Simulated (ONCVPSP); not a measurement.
# How the scale of all radii shapes an ONCV potential for Cu, part 2 of 2

Aim: generate and test one potential in full, then change the scale of all radii and see what happens to hardness, ghosts and transferability.

ONCVPSP 4.0.1; first potential PBE, scalar-relativistic. Step numbers count through all parts.

## 7. Changed: scale of all radii = 1.31

Input file Cu.dat:

```
# ATOM AND REFERENCE CONFIGURATION
# atsym  z   nc   nv     iexc    psfile
  Cu 29.00    3    4        4      upf
#
#   n    l    f
    1    0    2.00
    2    0    2.00
    2    1    6.00
    3    0    2.00
    3    1    6.00
    3    2   10.00
    4    0    1.00
#
# PSEUDOPOTENTIAL AND OPTIMIZATION
# lmax
    2
#
#   l,   rc,      ep,       ncon, nbas, qcut
    0    1.38    0.00    4    7   14.70
    1    1.12    0.00    4    8   18.50
    2    1.04    0.00    4    8   14.10
#
# LOCAL POTENTIAL
# lloc, lpopt,  rc(5),   dvloc0
    4    5    0.78   -1.00
#
# VANDERBILT-KLEINMAN-BYLANDER PROJECTORs
# l, nproj, debl
    0    2    2.90
    1    2    0.90
    2    2    2.60
#
# MODEL CORE CHARGE
# icmod, fcfact, rcfact
    1    0.30    0.00
#
# LOG DERIVATIVE ANALYSIS
# epsh1, epsh2, depsh
   -6.00    5.00    0.04
#
# OUTPUT GRID
# rlmax, drl
    6.00    0.01
#
# TEST CONFIGURATIONS
# ncnf
    4
# nvcnf
#   n    l    f
    4
    3    0    2.00
    3    1    6.00
    3    2   10.00
    4    0    0.00
#
    4
    3    0    2.00
    3    1    6.00
    3    2    9.00
    4    0    0.00
#
    4
    3    0    2.00
    3    1    6.00
    3    2    8.00
    4    0    0.00
#
    4
    3    0    2.00
    3    1    6.00
    3    2   10.00
    4    0    0.50
#
```

Started as:

```console
oncvpsp.x < Cu.dat > Cu.out
```

What the program wrote to Cu.out (without the consistency checks and plot data):

```text
ONCVPSP  (Optimized Norm-Conservinng Vanderbilt PSeudopotential)
scalar-relativistic version 4.0.1

[... all-electron levels as in step 2 ...]

Begin loop to  construct optimized pseudo wave functions
and semi-local pseudopoentials for all angular momenta

Calculating optimized projector #   1

 for l=   0

    Fraction of norm inside rc  0.979474
    Optimizing pswf for qcut=  14.69 a_B^-1,  ecut= 107.97 Ha
    Residual kinetic energy error=  2.11D-09 Ha

    Energy error per electron        Cutoff
         Ha          eV             Ha
         0.01000     0.27211       25.37
         0.00100     0.02721       38.56
         0.00010     0.00272       47.96
         0.00001     0.00027       55.62

Calculating optimized projector #   2

 for l=   0

    Fraction of norm inside rc  0.053884
    Optimizing pswf for qcut=  14.69 a_B^-1,  ecut= 107.97 Ha
    Residual kinetic energy error=  2.22D-10 Ha

    Energy error per electron        Cutoff
         Ha          eV             Ha
         0.01000     0.27211        9.36
         0.00100     0.02721       33.39
         0.00010     0.00272       47.70
         0.00001     0.00027       59.51

WARNING wellstate: negative energy specified for n= 4 l=  1
WARNING scattering state with energy  0.25000000
WARNING will be used for the first projector

   Wellstate for l =  1  n =  4
     eigenvalue =   0.2500
     asymptotic potential =   0.7500
     half-point radius =  3.4695

Calculating optimized projector #   1

 for l=   1

    Fraction of norm inside rc  0.884394
    Optimizing pswf for qcut=  18.49 a_B^-1,  ecut= 170.94 Ha
    Residual kinetic energy error=  6.49D-09 Ha

    Energy error per electron        Cutoff
         Ha          eV             Ha
         0.01000     0.27211       34.57
         0.00100     0.02721       43.36
         0.00010     0.00272       74.27
         0.00001     0.00027       91.67

Calculating optimized projector #   2

 for l=   1

    Fraction of norm inside rc  0.035726
    Optimizing pswf for qcut=  18.49 a_B^-1,  ecut= 170.94 Ha
    Residual kinetic energy error=  2.03D-10 Ha

    Energy error per electron        Cutoff
         Ha          eV             Ha
         0.01000     0.27211       25.11
         0.00100     0.02721       35.36
         0.00010     0.00272       66.29
         0.00001     0.00027       95.54

   Wellstate for l =  2  n =  5
     eigenvalue =   2.4148
     asymptotic potential =   2.9148
     half-point radius =  3.2267

Calculating optimized projector #   1

 for l=   2

    Fraction of norm inside rc  0.623582
    Optimizing pswf for qcut=  14.10 a_B^-1,  ecut=  99.39 Ha
    Residual kinetic energy error=  3.55D-05 Ha

    Energy error per electron        Cutoff
         Ha          eV             Ha
         0.01000     0.27211       70.58
         0.00100     0.02721       83.15
         0.00010     0.00272       93.73
         0.00001     0.00027      297.45

Calculating optimized projector #   2

 for l=   2

    Fraction of norm inside rc  0.057351
    Optimizing pswf for qcut=  14.10 a_B^-1,  ecut=  99.39 Ha
    Residual kinetic energy error=  2.20D-05 Ha

    Energy error per electron        Cutoff
         Ha          eV             Ha
         0.01000     0.27211       64.80
         0.00100     0.02721       80.66
         0.00010     0.00272       92.59
         0.00001     0.00027      117.14

Construct Vanderbilt / Kleinmman-Bylander projectors

B matrix Hermiticity error, ll=   0
   1   2    4.1651E-04

  Orthonormal projector coefficients  1.9581E+01  3.7448E+00

B matrix Hermiticity error, ll=   1
   1   2    3.3085E-04

  Orthonormal projector coefficients  1.2937E+01  2.7148E+00

B matrix Hermiticity error, ll=   2
   1   2   -2.8779E-04

  Orthonormal projector coefficients -1.0615E+01 -3.2945E+00

Model core correction analysis
  based on d2Exc/dn_idn_j

d2excae - all-electron derivatives

   -4.333970D-02   -4.004576D-02   -2.722008D-02   -1.217267D-03
   -4.007095D-02   -3.831736D-02   -2.658571D-02   -1.165161D-03
   -2.739650D-02   -2.678056D-02   -2.186365D-02   -9.928281D-04
   -1.418064D-03   -1.439492D-03   -1.361429D-03   -1.769553D-04

d2excps - pseudofunction derivatives with no core correction

   -5.144784D-02   -4.091468D-02   -2.919275D-02   -1.694955D-03
   -4.094104D-02   -3.897902D-02   -2.928340D-02   -1.218743D-03
   -2.936952D-02   -2.947814D-02   -2.332703D-02   -1.034112D-03
   -1.895724D-03   -1.493017D-03   -1.402683D-03   -1.990309D-04

rms 2nd derivative error    2.406216E-03

Polynomial model core charge

d2excps - pseudofunction derivatives with core correction

   -3.876348D-02   -3.739305D-02   -2.810314D-02   -1.101551D-03
   -3.741802D-02   -3.738622D-02   -2.866107D-02   -1.047171D-03
   -2.827926D-02   -2.885579D-02   -2.305253D-02   -9.776316D-04
   -1.302275D-03   -1.321438D-03   -1.346202D-03   -1.714518D-04

rms 2nd derivative error    1.723459E-03

Pseudoatom total energy -196.317503

Diagnostic tests using Vanderbilt-Kleinman-Bylander pseudopotentials
  1 or more projectors used as specified by nproj input data

   l    rcore       rmatch      e in        delta e   norm test  slope test

   0   1.3853503   1.4274125  -4.2152924   0.0000075   1.0002501   1.0002199
   0   1.3853503   1.4274125  -0.1694110   0.0000028   1.0000286   1.0000212

   1   1.1236480   1.1577644  -2.6512387   0.0000076   1.0001980   1.0002171
   1   1.1236480   1.1577644   0.2500000   0.0000655   1.0004047   1.0004047

   2   1.0458141   1.0775673  -0.1851647  -0.0000047   1.0001324   1.0001338
   2   1.0458141   1.0775673   2.4148353   0.0000052   1.0003903   1.0003903

 Testing for bound ghosts
   n   l    E NL Schr. Eq   E Basis Diag.   E Cutoff

   1   0       -4.215285       -4.215270     99.45
   2   0       -0.169408       -0.063547     99.45

   2   1       -2.651231       -2.651166    240.42

   3   2       -0.185169       -0.164936    314.73

 Testing for highly-localized positive-energy ghosts
       l    <radius>/rc     E Basis Diag.   E Cutoff

Test configuration 0

   n   l     f        eae           eps        diff
   1   0  2.0000 -325.27451999
   2   0  2.0000  -39.04522397
   2   1  6.0000  -33.69828223
   3   0  2.0000   -4.21529237   -4.21528484    7.53D-06
   3   1  6.0000   -2.65123870   -2.65123110    7.60D-06
   3   2 10.0000   -0.18516466   -0.18516938   -4.72D-06
   4   0  1.0000   -0.16941097   -0.16940816    2.81D-06

    Total energies and differences
      AE_ref= -1.65484922D+03  AE_tst= -1.65484922D+03  dif=  0.00D+00
      PS_ref= -1.96317503D+02  PS_tst= -1.96317503D+02  dif= -7.62D-12
      PSP excitation error=  7.62D-12

Test configuration 1

   n   l     f        eae           eps        diff
   1   0  2.0000 -325.59186900
   2   0  2.0000  -39.35290449
   2   1  6.0000  -34.00678728
   3   0  2.0000   -4.53200588   -4.53155898    4.47D-04
   3   1  6.0000   -2.96913099   -2.96874712    3.84D-04
   3   2 10.0000   -0.50194273   -0.50196320   -2.05D-05

    Total energies and differences
      AE_ref= -1.65484922D+03  AE_tst= -1.65454971D+03  dif=  3.00D-01
      PS_ref= -1.96317503D+02  PS_tst= -1.96018065D+02  dif=  2.99D-01
      PSP excitation error=  7.49D-05

Test configuration 2

   n   l     f        eae           eps        diff
   1   0  2.0000 -326.21755518
   2   0  2.0000  -39.99094519
   2   1  6.0000  -34.64342349
   3   0  2.0000   -5.15541721   -5.15561413   -1.97D-04
   3   1  6.0000   -3.58743895   -3.58752886   -8.99D-05
   3   2  9.0000   -1.08881248   -1.08882798   -1.55D-05

    Total energies and differences
      AE_ref= -1.65484922D+03  AE_tst= -1.65376575D+03  dif=  1.08D+00
      PS_ref= -1.96317503D+02  PS_tst= -1.95234006D+02  dif=  1.08D+00
      PSP excitation error= -2.89D-05

Test configuration 3

psatom: WARNING lschvkbb convergence error n,l,iter=   3   2   3
ea(ii),et,emin,emax -1.851694E-01 -2.036863E-01 -2.036863E-01 -2.036863E-01
run_config: WARNING for fully non-local PS atom, stg. 1
 WARNING no output for configuration 4

Test configuration 4

   n   l     f        eae           eps        diff
   1   0  2.0000 -325.42463590
   2   0  2.0000  -39.19106666
   2   1  6.0000  -33.84449351
   3   0  2.0000   -4.36527124   -4.36505745    2.14D-04
   3   1  6.0000   -2.80180085   -2.80162163    1.79D-04
   3   2 10.0000   -0.33555824   -0.33556889   -1.07D-05
   4   0  0.5000   -0.29759291   -0.29755199    4.09D-05

    Total energies and differences
      AE_ref= -1.65484922D+03  AE_tst= -1.65473295D+03  dif=  1.16D-01
      PS_ref= -1.96317503D+02  PS_tst= -1.96201281D+02  dif=  1.16D-01
      PSP excitation error=  5.29D-05
```

Wall time 4.1 s (1 thread, shared host).

The projector energies used in the p channel were -2.651, 0.250 Ha; the program set a typed value aside.

1 test gave no usable energy difference (3s2 3p6 3d8 4s0).

The tests as a table, with energies relative to 3s2 3p6 3d10 4s1.

| valence configuration | charge | ΔE all-electron (eV) | error AE − PS (meV) |
| --- | --- | --- | --- |
| 3s2 3p6 3d10 4s0 | +1 | 8.150 | +2.0 |
| 3s2 3p6 3d9 4s0 | +2 | 29.483 | -0.8 |
| 3s2 3p6 3d10 4s0.5 | +0.5 | 3.164 | +1.4 |

With this change the loose cutoff goes from 193 Ha to 83 Ha, the largest error in the tests that it solved is +2.0 meV (3s2 3p6 3d10 4s0) and there is no bound ghost.

## 8. Comparison

What follows sums up all 2 parts.

Cutoffs, loose and tight: the cutoffs (Ha) at which the residual kinetic energy of the hardest occupied pseudo-wave falls to 1 and 0.1 mHa per electron; empty and scattering waves don't count. The number of plane waves in a given cell goes as the cutoff to the power 3/2; it is given for the loose cutoff, relative to the first potential. Test errors are all-electron less pseudo. The phase difference is the largest within 0.5 Ha of zero, over the channels with partial waves. 8 further runs were made in the same way; their inputs and logs are not shown.

```csv
scale of all radii,outcome,"cutoff, loose","cutoff, tight","plane waves, relative",bound ghosts,largest test error (meV),phase difference near zero (rad)
0.79,generated,545 Ha,638 Ha,4.74,none,+5.8 (3 tests unsolved),0.000
0.84,generated,464 Ha,544 Ha,3.72,none,+3.3 (3 tests unsolved),0.000
0.91,generated,399 Ha,478 Ha,2.97,none,+1.8 (2 tests unsolved),0.000
0.95,generated,326 Ha,419 Ha,2.20,none,+1.4 (2 tests unsolved),0.000
1 (first),generated,193 Ha,366 Ha,1.00,none,+1.5 (2 tests unsolved),0.000
1.03,generated,141 Ha,344 Ha,0.63,none,+1.5 (2 tests unsolved),0.000
1.07,generated,100 Ha,299 Ha,0.37,none,+1.5 (2 tests unsolved),0.000
1.13,generated,95 Ha,257 Ha,0.34,none,+1.6 (2 tests unsolved),0.000
1.2,generated,89 Ha,120 Ha,0.31,none,-1.1 (3 tests unsolved),0.000
1.24,generated,93 Ha,115 Ha,0.34,none,+1.5 (1 test unsolved),0.000
1.31,generated,83 Ha,94 Ha,0.28,none,+2.0 (1 test unsolved),0.000
```

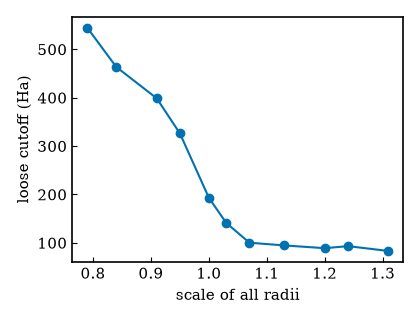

The series at a glance.

**Reading.** As the scale of all radii grows from 0.79 to 1.31, the loose cutoff falls from 545 Ha to 83 Ha.

The first potential by itself. By total energies transferability is very good where solved: the largest error is 1.5 meV on 8.2 eV, for 3s2 3p6 3d10 4s0. Of the tests 2 gave no usable energy difference, which is a warning in itself. It counts as very hard, with 193 Ha needed at the looser tolerance. At the looser tolerance the 3d wave is the slowest; 3p needs 91 Ha.
